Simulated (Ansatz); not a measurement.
The structure in question:

```
Ir
1.0
     3.87065    0.00000    0.00000
     0.00000    3.87065    0.00000
     0.00000    0.00000    3.87065
Ir
4
Direct
  0.00000 0.00000 0.00000
  0.00000 0.50000 0.50000
  0.50000 0.00000 0.50000
  0.50000 0.50000 0.00000
```

> Interpret the file: composition, symmetry and coordination.

The element is iridium. Its lattice is face-centred cubic, its space group Fm-3m (No. 225). It belongs to the family called face-centred cubic (Cu type). The cell holds four atoms. Each Ir has twelve Ir in a cuboctahedral arrangement at 2.74 Å. The bonds build a three-dimensional framework.

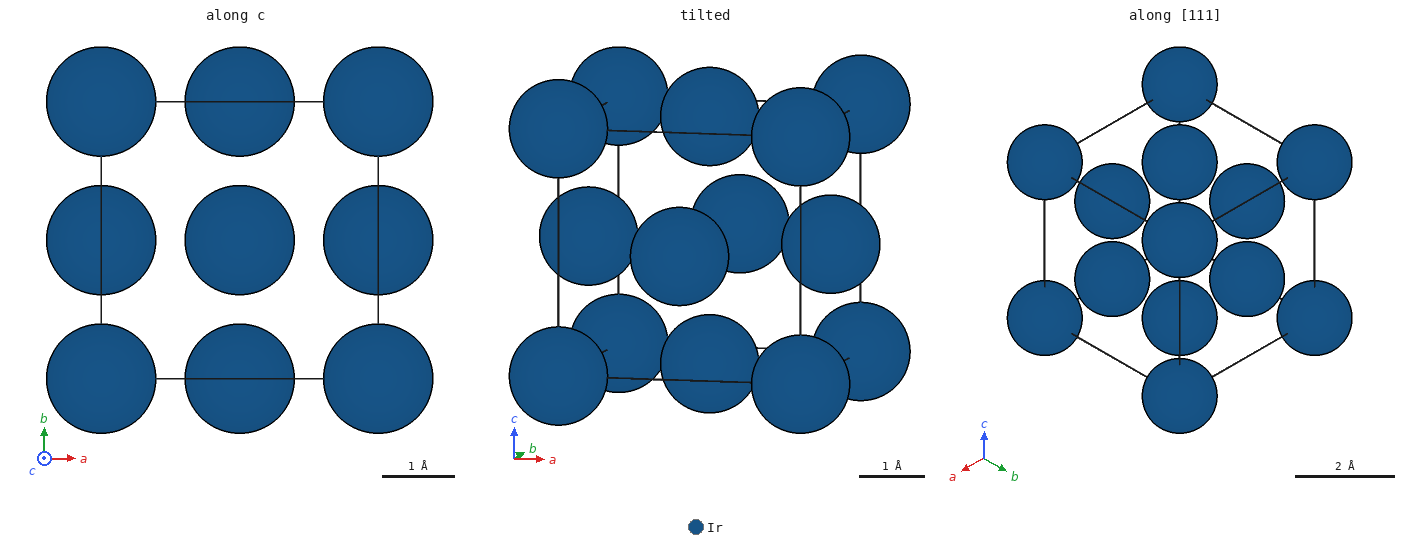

We look at a spheres-only model of the crystal along the c axis, slightly off an axis and along [111]. The frame is the conventional unit cell; atoms at its boundary are shown with their periodic copies.

The initial geometry was a structure listed in the Materials Project. Earlier steps of the study may have refined or changed the cell and positions. It was the input of a calculation with Ansatz.
